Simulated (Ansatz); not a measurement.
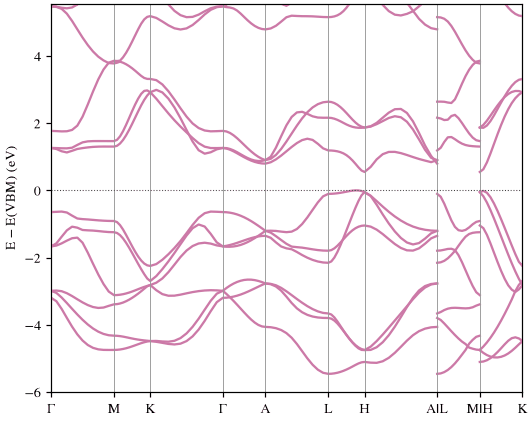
Band structure from the program Ansatz at the r²SCAN level (PAW)

Question: Read off the gap and where the band edges lie.

Answer: About 0.5 eV (0.55 eV by a search for the band edges); maximum on the L–H line, 77 % of the way from L, minimum at H.

The material is Te (trigonal Se type, space group No. 152).

Space group P3_121 (trigonal Se type). The cell was relaxed with r²SCAN under the symmetry of its start. A crystal of weakly bound chains computed without a dispersion correction: the cell and the soft elastic constants depend strongly on that. Spin–orbit coupling is left out wherever it is not named.

Potentials: the later of the program's two PAW sets.
